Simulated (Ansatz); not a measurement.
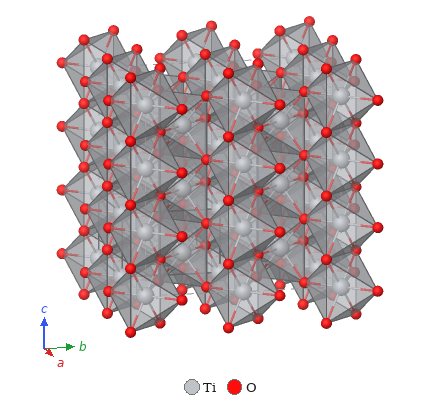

Polyhedra are drawn about Ti (bonds: O–Ti below 2.2 Å); other atoms are plain spheres.

The compound is TiO2 (space group P4_2/mnm, No. 136), taken as the input geometry of an electronic-structure calculation (not necessarily at equilibrium).

Sharing among the drawn polyhedra:

```tsv
site	polyhedron	corner-sharing neighbours	edge-sharing	face-sharing	bond (Å)
Ti	TiO6 octahedron	8	2	0	1.96
```

They form a three-dimensional framework of corner- and edge-sharing octahedra.
